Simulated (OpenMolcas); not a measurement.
# mPW1PW91/6-311G(d,p) run of CF4 (tetrafluoromethane)

What is the vertical ionisation energy of CF4 (tetrafluoromethane) at mPW1PW91/6-311G**? 

The results are computed with OpenMolcas 26.06.

### 1 The molecule

CF4: 5 atoms, total charge 0, spin state singlet. As SMILES, `FC(F)(F)F`. The shape is that of a PBE0-D4/def2-TZVP optimisation.

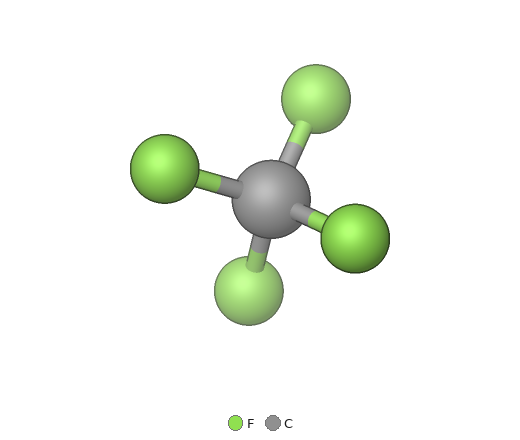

The structure, seen from a chosen angle (fluorine green, carbon grey).

### 2 The energy at mPW1PW91/6-311G(d,p)

File input.xyz:

```xyz
5

F     -0.850100     0.025300     0.989500
C      0.010000    -0.014700    -0.008300
F      1.157500    -0.501300     0.420100
F     -0.464000    -0.786000    -0.966200
F      0.196600     1.203000    -0.476700
```

File job.inp:

```
* CF4 Kohn-Sham DFT

&GATEWAY
 BasLib = $CurrDir
 Coord = input.xyz
 Basis = 6-311Gss
 Group = NoSym

&SEWARD

&SCF
 KSDFT = HYB_GGA_XC_MPW1PW
 PrOrbitals = 0
```

The basis set 6-311G** is read from a file made from the Basis Set Exchange's data (not shown).

Launch:

```console
$ export MOLCAS_MEM=1860
$ pymolcas job.inp > job.log
```

Output:

```text
--- Start Module: gateway ---
[...]
--- Stop Module: gateway /rc=_RC_ALL_IS_WELL_ ---
--- Start Module: seward ---
[...]
      Basis functions           90
--- Stop Module: seward /rc=_RC_ALL_IS_WELL_ ---
[...]
--- Start Module: scf ---
[...]
       Convergence after  10 Iterations
[...]
::    Total KS-DFT energy                            -437.5111739990
[...]
      Total spin, S                                     0.0000000000
[...]
      Total electronic charge=   42.000000
      Total            charge=   -0.000000
[...]
      Dipole Moment (debye):
      Origin of the operator (angstrom)=    0.0100   -0.0147   -0.0083
                   X= -2.5973E-05               Y=  4.4043E-04               Z=  2.8129E-04           Total=  5.2323E-04
      Quadrupole Moment (debye*angstrom):
[...]
--- Stop Module: scf /rc=_RC_ALL_IS_WELL_ ---
[...]
```

Run time: 6.9 s. Hardware: 1 thread of Arm Neoverse V2, shared host; peak memory 0.49 GiB.

### 3 The doublet cation, same level

input.xyz is that of step 2.

File job.input:

```
* CF4 Kohn-Sham DFT

&GATEWAY
  BasLib=$CurrDir
  Coord=input.xyz
  Basis=6-311Gss
  Group=NoSym

&SEWARD

&SCF
  UHF
  Charge=1
  Spin=2
  KSDFT=HYB_GGA_XC_MPW1PW
  PrOrbitals=0
```

The basis set 6-311G** is read from a file made from the Basis Set Exchange's data (not shown).

Launch:

```console
$ export MOLCAS_MEM=1860
$ pymolcas job.input > job.log
```

Output:

```text
--- Start Module: gateway ---
[...]
--- Stop Module: gateway /rc=_RC_ALL_IS_WELL_ ---
--- Start Module: seward ---
[...]
      Basis functions           90
--- Stop Module: seward /rc=_RC_ALL_IS_WELL_ ---
[...]
--- Start Module: scf ---
[...]
       Convergence after  43 Iterations
[...]
::    Total KS-DFT energy                            -436.9397256436
[...]
      Total spin, S                                     0.5025005139
[...]
      Total electronic charge=   41.000000
      Total            charge=    1.000000
[...]
      Dipole Moment (debye):
      Origin of the operator (angstrom)=    0.0100   -0.0147   -0.0083
                   X=  8.7859E-05               Y= -1.0190E-03               Z= -3.7466E-04           Total=  1.0893E-03
      Center of Charge (angstrom)
[...]
--- Stop Module: scf /rc=_RC_ALL_IS_WELL_ ---
[...]
```

Wall time 26 s (1 thread of Arm Neoverse V2, shared host); peak memory 0.49 GiB.

### 4 What came out

At mPW1PW91/6-311G**:

| quantity | value |
| --- | --- |
| singlet CF4: total energy | -437.51117 Eh |
| singlet CF4: dipole moment | 0.00 D |
| singlet CF4: HOMO energy | -12.52 eV |
| singlet CF4: LUMO energy | 4.87 eV |
| singlet CF4: HOMO–LUMO gap | 17.39 eV |
| doublet cation: total energy | -436.93973 Eh |
| doublet cation: HOMO energy (highest over α and β) | -20.90 eV |
| doublet cation: LUMO energy (lowest over α and β) | -18.58 eV |
| doublet cation: ⟨S²⟩ | 0.755 |
| vertical ionisation energy (to the doublet cation) | 15.550 eV |

**Reading.** Removing an electron at fixed nuclei costs 15.55 eV (359 kcal/mol). −ε(HOMO) before ionisation, 12.52 eV, is 3.03 eV below this ionisation energy. Mulliken charges (singlet CF4) run from -0.17 on F3 to +0.68 on C2; they depend strongly on the basis. Mulliken charges (doublet cation) run from +0.07 on F5 to +0.70 on C2; they depend strongly on the basis.
